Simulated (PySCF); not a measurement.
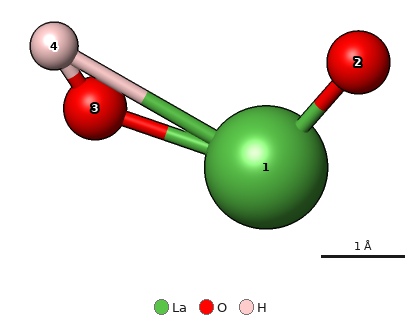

*The structure as given in the input (ball-and-stick view, seen at an oblique angle; atoms are numbered from 1 in the order of the input). Sticks mark near contacts.*

**Run report: LaOOH, frequency calculation**

The run: frequency calculation of LaOOH. Method and program: RKS-based PBE0, La def2-TZVP with ECP46, O def2-TZVP, H def2-TZVP; non-relativistic Hamiltonian with a scalar-relativistic core potential; density fitting (PySCF 2.14.0).

The program's output
```
init E= -182.609484033955
  HOMO = -0.227927536426425  LUMO = -0.0625319482874934  gap/eV = 4.50064
cycle= 1 E= -182.609484033951  delta_E= 4.06e-12  |g|= 5.05e-06  |ddm|= 3.3e-06
  HOMO = -0.227929134266233  LUMO = -0.0625317954532744  gap/eV = 4.50069
Extra cycle  E= -182.609484033907  delta_E= 4.31e-11  |g|= 1.54e-05  |ddm|= 9.81e-06
converged SCF energy = -182.609484033907
```

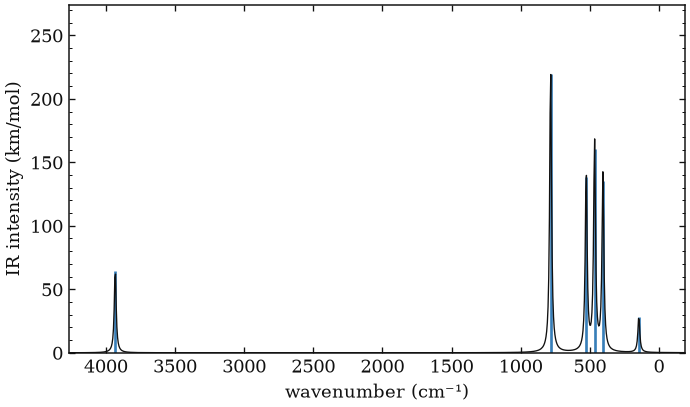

*Harmonic infrared spectrum, unscaled: sticks (degenerate modes added up, dark ones marked on the axis) with a Lorentzian envelope of 16 cm⁻¹ full width, scaled to the tallest stick.*

6 modes from 146 to 3933 cm⁻¹, none imaginary. The strongest line is at 784 cm⁻¹ (219 km/mol). All modes, in cm⁻¹ (km/mol): 146 (28), 406 (135), 466 (160), 527 (138), 784 (219), 3933 (65).

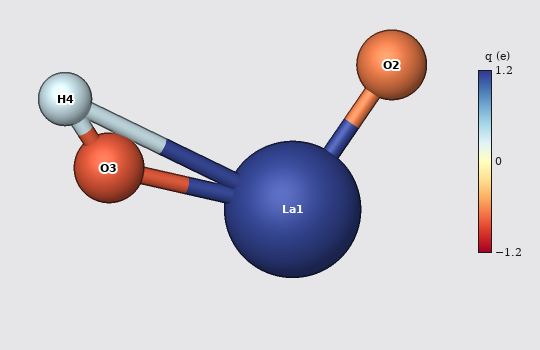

*Mulliken charges, as the colour of each atom (ball-and-stick view, seen at a tilt; atoms are numbered from 1 in the order of the input).*

By element: La +1.12, O −0.78 to −0.64 and H +0.31 e.

This output came from the following input.

The input
```python
from pyscf import gto, scf, dft
mol = gto.M(atom='''
La     0.046768    -0.080775    -0.221102
O      1.552948     0.263623     0.940844
O     -1.840537     0.375935     0.820417
H     -2.121356     0.693827     1.678130''',
    basis={'La': 'def2-TZVP', 'O': 'def2-TZVP', 'H': 'def2-TZVP'},
    ecp={'La': 'def2-TZVP'},
    charge=0, spin=0)
mf = dft.RKS(mol, xc='PBE0')
mf.grids.atom_grid = (75, 302)
mf.grids.prune = None
aux = {'La': 'def2-universal-JKFIT', 'O': 'def2-universal-JKFIT', 'H': 'def2-universal-JKFIT'}
mf = mf.density_fit(auxbasis=aux)
mf.conv_tol = 1e-09
mf.diis_space = 10
mf.max_cycle = 60
mf.verbose = 4
mf.kernel()
```

The script is an equivalent of the set-up of the self-consistent field. The run itself was carried out by a driver, which started from the orbitals of the step before it where there was one and computed the further properties.

Command:
```bash
OMP_NUM_THREADS=2 python axn.py task.json out
```

Results in brief

- outcome: converged
- total energy: −182.609484 hartree
- HOMO: −6.20 eV
- LUMO: −1.70 eV
- zero-point energy: 0.014263 hartree
- dipole moment: 6.32 D
- wavenumbers, lowest and highest: 146 and 3933 cm⁻¹
- hardware: 2 threads of Arm Neoverse N1, 98 GiB of memory available, shared host
- wall time: 2.6 min (CPU time 4.6 min)
- peak memory: 1.7 GiB
